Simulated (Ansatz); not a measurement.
System: SiSn4.

```
Si Sn
1.0
     6.24009    0.00000    0.00000
    -3.12004    5.40407    0.00000
     0.00000    0.00000   15.18108
Si Sn
3 12
Cartesian
  0.0000 3.6027 2.5302
  0.0000 0.0000 7.5905
  3.1201 1.8013 12.6509
  3.1200 3.6027 2.5302
  3.1200 0.0000 7.5905
  0.0000 1.8013 12.6509
  1.5600 0.9007 2.5302
  -1.5600 2.7020 7.5905
  1.5601 4.5034 12.6509
  4.6800 0.9007 2.5302
  1.5600 2.7020 7.5905
  -1.5600 4.5034 12.6509
  0.0000 0.0000 0.0000
  3.1201 1.8013 5.0603
  0.0000 3.6027 10.1208
```

Space group R-3m; a structure generated by program, which may or may not match a known phase.

Theory: Ansatz 0.2.0, DFT PBE, scalar-relativistic, plane waves, PAW.

> What will maps of the valence pseudo-density and electron localisation function show?

Sn–Sn (3.12 Å): the density is about 0.2 e/Å³ at the midpoint; the ELF is about 0.35 at the midpoint.
Si–Sn (3.12 Å): the density is about 0.19 e/Å³ at the midpoint; the ELF peaks at about 0.80 in the valence shell of Si, 0.9 Å from its nucleus, and drops to about 0.30 between the two atoms.

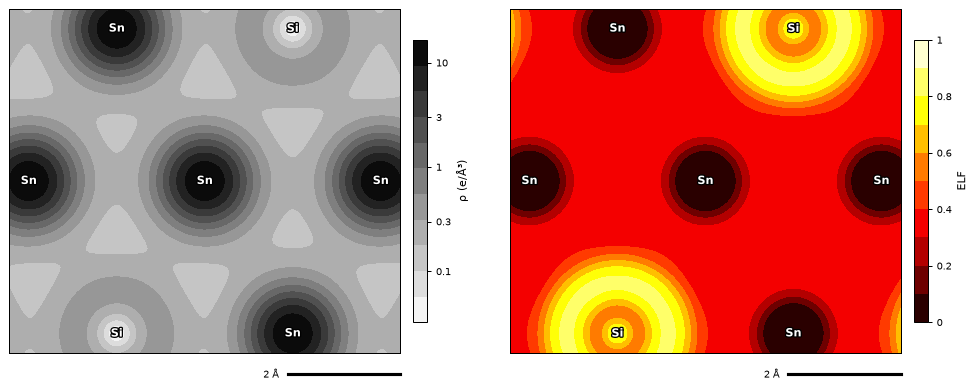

Computed valence pseudo-density and electron localisation function on the (001) plane of the conventional cell, in this order. 

In a PAW calculation such maps are meaningful between the atoms, not at the nuclei.
